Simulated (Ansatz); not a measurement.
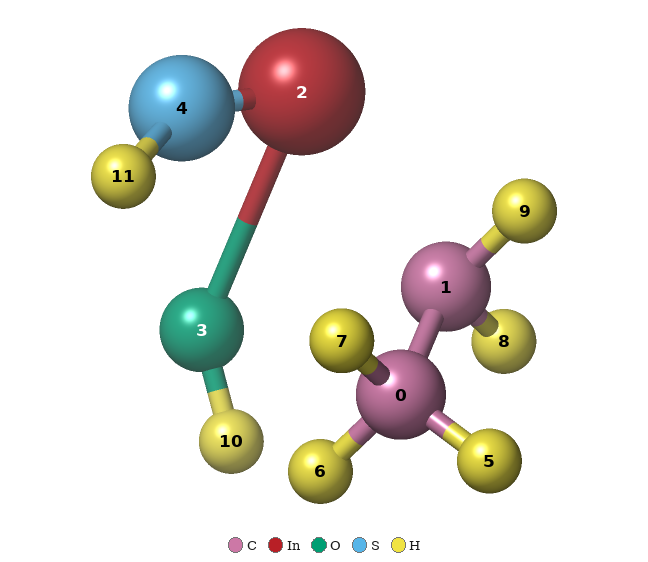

The structure as it stands in the input. Atoms are numbered from 0, in the order of the input.

The calculation was set up as follows.

```yaml
crystal:
  periodic: [false, false, false]
  atoms:
    - {symbol: C, position_ang: [-0.298600, 0.883400, 1.163400]}
    - {symbol: C, position_ang: [0.596100, -0.207600, 0.801200]}
    - {symbol: In, position_ang: [1.381600, -1.205200, -1.539200]}
    - {symbol: O, position_ang: [-1.097800, -1.516300, -1.506400]}
    - {symbol: S, position_ang: [0.906000, -0.142600, -2.213700]}
    - {symbol: H, position_ang: [-0.422200, 1.048500, 2.253100]}
    - {symbol: H, position_ang: [-1.325700, 0.717300, 0.737000]}
    - {symbol: H, position_ang: [0.070900, 1.893700, 0.710600]}
    - {symbol: H, position_ang: [0.227800, -1.142500, 1.268100]}
    - {symbol: H, position_ang: [1.614300, 0.007900, 1.230000]}
    - {symbol: H, position_ang: [-1.892400, -1.530500, -0.791900]}
    - {symbol: H, position_ang: [0.316900, 1.138700, -2.078300]}
basis:
  gaussian: {orbitals: def2-SVP}
hamiltonian: {xc: pbe, dispersion: d4}
relax: {f_tol: 0.03, max_steps: 200}
```

Command:

```sh
ansatz run in.yaml --threads 2 --pin off --events-out ev --progress --plain --max-ram 32768MiB --backend cpu
```

Result (its end):

```
1386 factors; their error is unknown
mean field -20229.02291315 eV, -743.4028803340 hartree, gradient 1.4e-5 eV, S^2 0.000000; 1 other end points of the search recorded, 0 dependent functions left out
the calculation of the forces begins
reference -20229.02296230 eV, -743.4028821402 hartree; 32, 32 occupied and 89, 89 virtual orbitals, 1386 factors
Total energy: -20229.26109907 eV, -743.4116335050 hartree
Atom 0 at    -0.268651     0.954873     1.684102 Å, force    -0.001233     0.001556    -0.000842 eV/Å
Atom 1 at     0.535288    -0.198366     1.079354 Å, force     0.002976    -0.000094     0.004112 eV/Å
Atom 2 at     0.214162    -0.437805    -1.074550 Å, force    -0.006160    -0.003914    -0.005012 eV/Å
Atom 3 at    -1.175588    -1.614791    -1.982748 Å, force     0.003110     0.001511     0.002217 eV/Å
Atom 4 at     1.390566     0.702791    -2.866804 Å, force     0.002257     0.003687     0.001580 eV/Å
Atom 5 at    -0.065028     1.056102     2.772628 Å, force     0.000985    -0.001109     0.001008 eV/Å
Atom 6 at    -1.363085     0.809306     1.573953 Å, force     0.000752     0.001957     0.001084 eV/Å
Atom 7 at    -0.019204     1.929935     1.217732 Å, force    -0.000413     0.001129    -0.000251 eV/Å
Atom 8 at     0.282301    -1.171458     1.547216 Å, force    -0.000075    -0.000128    -0.000733 eV/Å
Atom 9 at     1.627236    -0.046485     1.198752 Å, force    -0.001059    -0.000902    -0.000148 eV/Å
Atom 10 at    -1.687419    -2.120027    -1.322135 Å, force    -0.000129    -0.001303    -0.001755 eV/Å
Atom 11 at     0.606322     0.080724    -3.793601 Å, force    -0.001012    -0.002389    -0.001261 eV/Å
Dipole moment:    -0.131705    -0.117740     0.666997 e Å
```
